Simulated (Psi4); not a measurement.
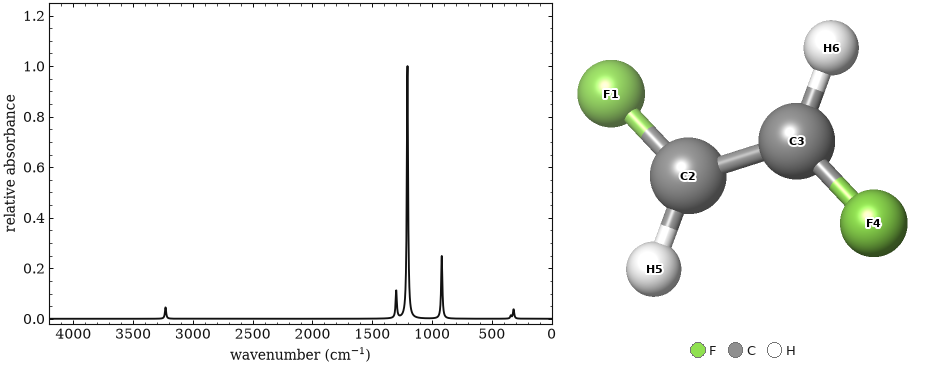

Infrared spectrum of C₂H₂F₂, SMILES F/C=C/F. Unscaled harmonic wavenumbers and double-harmonic intensities, PBE0/def2-TZVP (dispersion D4) with Psi4, at a geometry relaxed at this level, isolated molecule. Lorentzian lines of 12 cm⁻¹ full width. Close modes add up in the curve.

Q: Which lines are the most intense?

A: 1205.7 cm⁻¹ (304.6 km/mol), 918.8 cm⁻¹ (75.0 km/mol) and 1299.7 cm⁻¹ (33.4 km/mol).

Q: Which is the highest mode?

A: 3235.8 cm⁻¹ (0.0 km/mol), a very weak line.

Q: List the modes.

A:
```csv
cm⁻¹,km/mol
317.9,11.3
340.9,3.6
564.6,0.0
838.9,0.0
918.8,75.0
1178.9,0.0
1205.7,304.6
1299.7,33.4
1311.7,0.0
1778.5,0.0
3229.0,13.8
3235.8,0.0
```
